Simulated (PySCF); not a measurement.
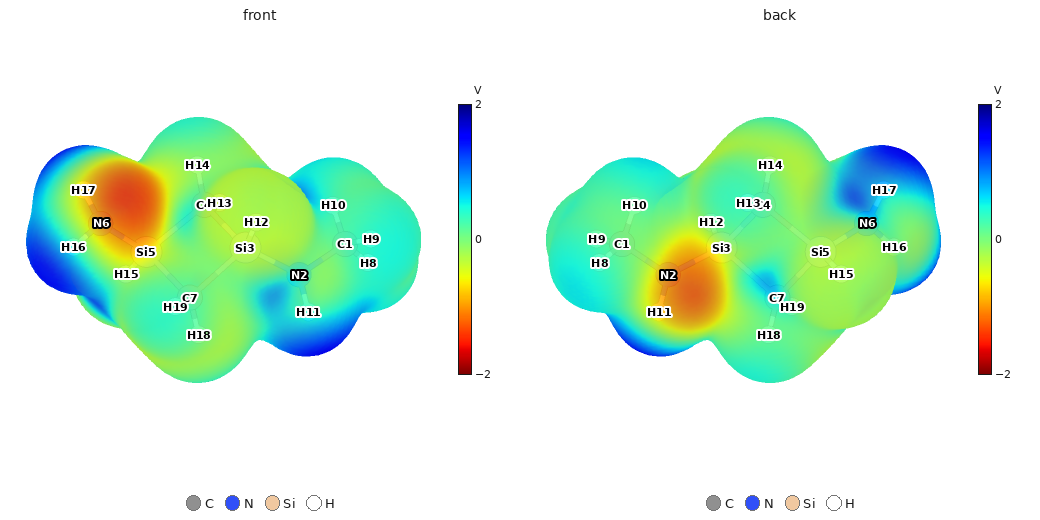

The picture shows: C₃H₁₂N₂Si₂. The molecular electrostatic potential painted on the density surface at 0.002 e/bohr³, seen from the front and from behind; the colour scale runs from red (negative) to blue (positive).

Geometry: GFN2-xTB.

Computed with CAM-B3LYP/def2-SVPD, SCF density, gas phase in PySCF 2.14.0.

```tsv
atom	x (Å)	y (Å)	z (Å)
C	3.0649	0.6146	-0.2139
N	2.0270	-0.3518	0.0449
Si	0.5301	0.1052	0.7631
C	-0.6282	0.9857	-0.4762
Si	-1.8860	-0.4439	-0.3239
N	-3.2085	0.0819	0.6539
C	-0.6516	-1.3915	0.7760
H	3.7520	0.2377	-0.9741
H	3.6434	0.8635	0.6836
H	2.6031	1.5278	-0.5818
H	2.4125	-1.2436	0.3174
H	0.6328	0.8038	2.0568
H	-0.2136	1.0972	-1.4738
H	-0.9939	1.9605	-0.1689
H	-2.2439	-1.1045	-1.5907
H	-3.8079	-0.6233	1.0509
H	-3.7704	0.8471	0.3177
H	-0.2484	-2.2883	0.3165
H	-1.0233	-1.6688	1.7565
```

### Describe the electrostatic potential map.

The most negative region (about −1.4 V) lies over N6, the most positive (about +1.5 V) over H11, H16 and H17. N6 is the likeliest acceptor of a hydrogen bond.
